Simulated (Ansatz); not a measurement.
Ti (hcp, Mg type)

```cif
data_Ti2
_chemical_formula_sum 'Ti2'
_space_group_name_H-M_alt 'P63/mmc'
_space_group_IT_number 194
_space_group_name_Hall '-P 6c 2c'
_cell_length_a 2.90040
_cell_length_b 2.90040
_cell_length_c 4.59020
_cell_angle_alpha 90.000
_cell_angle_beta 90.000
_cell_angle_gamma 120.000
loop_
_atom_site_label
_atom_site_type_symbol
_atom_site_symmetry_multiplicity
_atom_site_Wyckoff_symbol
_atom_site_fract_x
_atom_site_fract_y
_atom_site_fract_z
_atom_site_occupancy
Ti1 Ti 2 d 0.66667 0.33333 0.25000 1
```

Equation-of-state scan: isotropic scaling of the cell above, V₀ being its volume. Symmetry pins the atoms to their sites.

The numbers are results of PBEsol (plane waves to 420 eV, PAW, scalar-relativistic; Ansatz, a program for electronic structure), not measurements. k mesh 18×18×10 (Γ-centred), Fermi-Dirac smearing 0.05 eV. Energies are smeared free energies. With the shape held, the modulus is that of even scaling; a crystal free to change shape is softer. The PAW data are Ansatz's earlier set. Ti is run without spin polarisation. Ti was relaxed with its symmetry unable to fall. ΔE is measured from the relaxed starting cell.

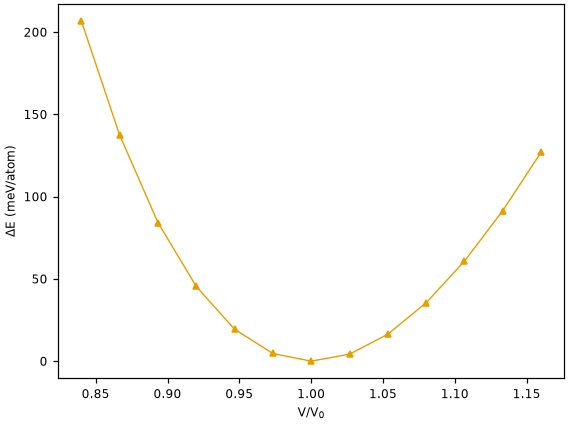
Figure. ΔE (meV/atom) against V/V₀; one marker a computed point.

### Question
What is ΔE at V/V₀ = 1.160?

### Answer
About 130 meV/atom.

### Question
What is ΔE at V/V₀ = 0.840?

### Answer
About 210 meV/atom.

### Question
What bulk modulus at fixed cell shape B₀ follows from a third-order Birch-Murnaghan fit?

### Answer
About 120 GPa.

(Under strain, the slope of the energy per volume gives the stress and its curvature an elastic modulus.)
